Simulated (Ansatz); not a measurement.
# Frequency calculation, with input and output: CH4BrGa

CH4BrGa, computed with RKS PBE0-D4/def2-SVP (Ansatz 0.2.0).

Figures and captions count atoms from 1; the log counts them from 0 in places.

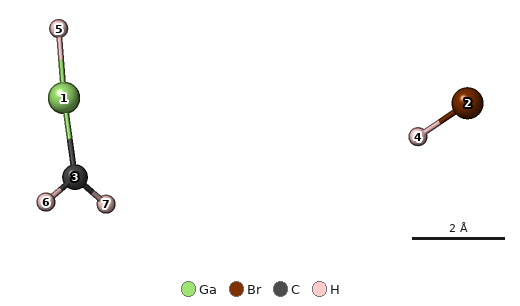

**Figure 1.** The structure (ball-and-stick view, seen at a tilt; atoms are numbered from 1 in the order of the input). Sticks mark near contacts. Bond lengths as drawn: Br–H 1.40 Å, C–Ga 1.78 Å, C–H 1.09 Å and Ga–H 1.54 Å.

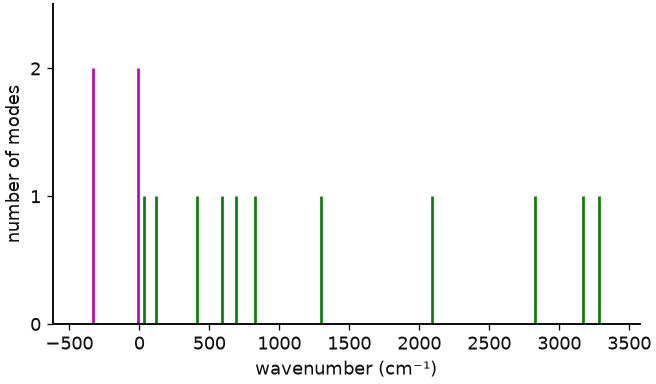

**Figure 2.** Harmonic vibrational wavenumbers from the force constants; neighbouring modes closer than 16 cm⁻¹ are counted in one stick, and imaginary ones are drawn at negative wavenumbers. 15 modes from 331i to 3284 cm⁻¹, 3 imaginary beyond 8i (331i, 329i, 17i cm⁻¹): not a minimum.

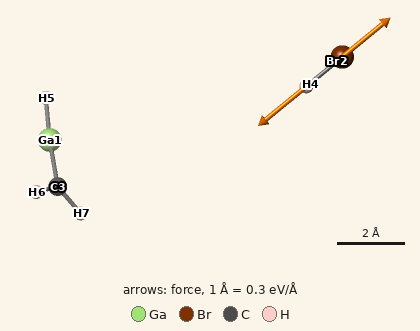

**Figure 3.** Forces on the atoms as orange arrows (ball-and-stick view, seen at a tilt; atoms are numbered from 1 in the order of the input); the smallest are left out. The largest act on H4 (0.57 eV/Å); Br2 (0.56 eV/Å). The geometry is not a stationary point of this energy.

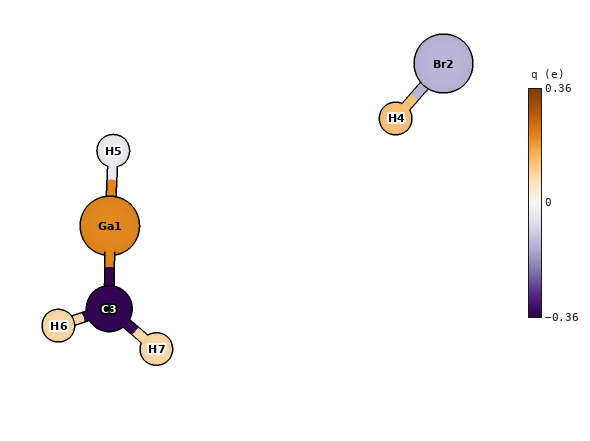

**Figure 4.** Mulliken charges, as the colour of each atom (ball-and-stick view, seen at a tilt; atoms are numbered from 1 in the order of the input). By element: Ga +0.21, Br −0.13, C −0.35 and H −0.03 to +0.13 e.

The input and output of the run follow.

### Input
```yaml
crystal:
  periodic: [false, false, false]
  atoms:
    - {symbol: Ga, position_ang: [-1.427219, -0.207405, -2.707397]}
    - {symbol: Br, position_ang: [1.468293, 2.343034, 6.993018]}
    - {symbol: C, position_ang: [0.014628, -1.217471, -2.461645]}
    - {symbol: H, position_ang: [1.664311, 1.500728, 5.889743]}
    - {symbol: H, position_ang: [-2.669397, 0.691142, -2.796760]}
    - {symbol: H, position_ang: [-0.072040, -2.299139, -2.324001]}
    - {symbol: H, position_ang: [1.021424, -0.810889, -2.593058]}
basis:
  gaussian: {orbitals: def2-SVP}
hamiltonian: {xc: pbe0, dispersion: d4}
phonons: {}
scf: {lower_state_search: off}
```

Command:
```bash
ansatz run in.yaml --threads 4 --pin off --events-out ev --progress --plain --max-ram 9574MiB
```

### What the program printed
```
Functional definition: PBE0
  name "PBE0"
  cite "Adamo & Barone, J. Chem. Phys. 110, 6158 (1999) doi:10.1063/1.478522"
  cite "Perdew, Burke & Ernzerhof, Phys. Rev. Lett. 77, 3865 (1996) doi:10.1103/PhysRevLett.77.3865"
  parent pbe
  parameter a = 0.25
  parameter kappa = 0.804
  parameter beta = 0.06672455060314922
  exchange = (1 - a)*pbe_x(kappa = kappa, mu = beta*pi^2/3) + a*exact_x
  correlation = pbe_c(beta = beta)
these checks for a lower state are left out or cut short: stability, starts, cluster_reference, orbital_swaps, neighbouring_geometries, increment
1050 factors; integrals over basis functions are off by at most 3.5e-4 eV
mean field evaluation 1: about -123482.0025 eV, gradient 6.0e1 eV
mean field evaluation 2: about -123445.3082 eV, gradient 1.1e2 eV
mean field evaluation 4: about -123491.5709 eV, gradient 5.9e0 eV
mean field evaluation 8: about -123491.7013 eV, gradient 2.4e-1 eV
mean field evaluation 16: about -123491.7015 eV, gradient 1.1e-5 eV
mean field -123491.70148629 eV, -4538.2363239396 hartree, gradient 2.2e-6 eV, S^2 0.000000; 0 other end points of the search recorded, 0 dependent functions left out
the calculation of the forces begins
reference -123491.70152534 eV, -4538.2363253745 hartree; 38, 38 occupied and 60, 60 virtual orbitals, 1050 factors
these checks for a lower state are left out or cut short: stability, starts, cluster_reference, orbital_swaps, neighbouring_geometries, increment
1050 factors; integrals over basis functions are off by at most 3.5e-4 eV
mean field -123491.70139013 eV, -4538.2363204058 hartree, gradient 2.3e-6 eV, S^2 0.000000; 0 other end points of the search recorded, 0 dependent functions left out
[... from here on the field's lines of each further geometry are left out, up to the last ...]
the calculation of the forces begins
reference -123491.70152471 eV, -4538.2363253515 hartree; 38, 38 occupied and 60, 60 virtual orbitals, 1050 factors
these checks for a lower state are left out or cut short: stability, starts, cluster_reference, orbital_swaps, neighbouring_geometries, increment
1050 factors; integrals over basis functions are off by at most 3.5e-4 eV
mean field -123491.70148114 eV, -4538.2363237504 hartree, gradient 1.8e-6 eV, S^2 0.000000; 0 other end points of the search recorded, 0 dependent functions left out
the calculation of the forces begins
reference -123491.70152019 eV, -4538.2363251853 hartree; 38, 38 occupied and 60, 60 virtual orbitals, 1050 factors
Total energy: -123491.75620971 eV, -4538.2383349880 hartree
Atom 0 at    -1.427219    -0.207405    -2.707397 Å, force     0.003052     0.016760     0.001412 eV/Å
Atom 1 at     1.468293     2.343034     6.993018 Å, force    -0.079115     0.339627     0.444429 eV/Å
Atom 2 at     0.014628    -1.217471    -2.461645 Å, force    -0.006560    -0.012374    -0.001977 eV/Å
Atom 3 at     1.664311     1.500728     5.889743 Å, force     0.078946    -0.340149    -0.445486 eV/Å
Atom 4 at    -2.669397     0.691142    -2.796760 Å, force    -0.010002    -0.000097    -0.001992 eV/Å
Atom 5 at    -0.072040    -2.299139    -2.324001 Å, force     0.010637    -0.001607     0.002851 eV/Å
Atom 6 at     1.021424    -0.810889    -2.593058 Å, force     0.003042    -0.002159     0.000764 eV/Å
Dipole moment:    -0.262653     0.066011    -0.243916 e Å
Vibrations: 117.31 411.21 592.63 690.17 825.07 1295.10 2087.30 2829.82 3166.24 3284.29 cm⁻¹, zero-point energy 0.948425 eV
Checks for a lower state left out: stability, starts, cluster_reference, orbital_swaps, neighbouring_geometries, increment
```

### Key numbers

```csv
quantity,value
outcome,converged
total energy,−123491.7562 eV
mean-field energy,−123491.7015 eV
dispersion energy,−0.0547 eV
largest force (length of the vector),0.566 eV/Å
dipole moment,1.75 D
hardware,"4 threads of Arm Neoverse V1, 23 GiB of memory available, shared host"
wall time,32 s (CPU time 1.8 min)
peak memory,0.19 GiB
```
